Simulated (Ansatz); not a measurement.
Computed scan of one atom of the cell: C (diamond)

C (diamond)

```xyz
2
Lattice="0.0000 1.7858 1.7858 1.7858 0.0000 1.7858 1.7858 1.7858 0.0000" Properties=species:S:1:pos:R:3 pbc="T T T"
C      0.0000     0.0000     0.0000
C      0.8929     0.8929     0.8929
```

In each cell atom 2 (C, nearest neighbour C at 1.547 Å; its periodic images, 2.5 Å or more away, move with it) moves by s·(-0.577, -0.577, -0.577) (towards the nearest neighbour), the rest being held.

Computed with PBE (plane waves to 420 eV, PAW, scalar-relativistic; Ansatz, a program for electronic structure). k mesh 13×13×13 (Γ-centred), Fermi-Dirac smearing 0.05 eV. Energies are smeared free energies. Left out: 1 of 11 points, with atoms too close for the PAW data. As the smearing reaches across the gap at some points, energies and forces of such displacements shift with the k mesh and the smearing. C was relaxed with its symmetry unable to fall. ΔE is measured from the undisplaced structure.

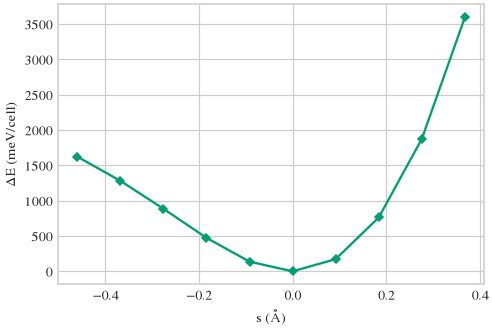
Fig. 1. ΔE (meV/cell) against s (Å); computed points joined by lines.

The force constant k = d²E/ds² at s = 0 (finite differences) is 36.8 eV/Å². The energy at s = 0.368 Å is 3599 meV/cell and the zone-centre optical wavenumber from k is 1290 cm⁻¹. Harmonic estimate at the end of the scan: ½ks² = 2490 meV/cell against the computed 3599 meV/cell, so the well is stiffer than harmonic there. Shape of the curve: a single well with its minimum at or next to zero displacement.

The forces along the line at the two nearest points give (2.791 − (-3.955)) / (2·0.092) = 36.66 eV/Å²; the next pair corrects for the finite step.

(For displaced atoms, the force is minus the slope of the energy, and its curvature is a force constant, which sets phonon frequencies.)
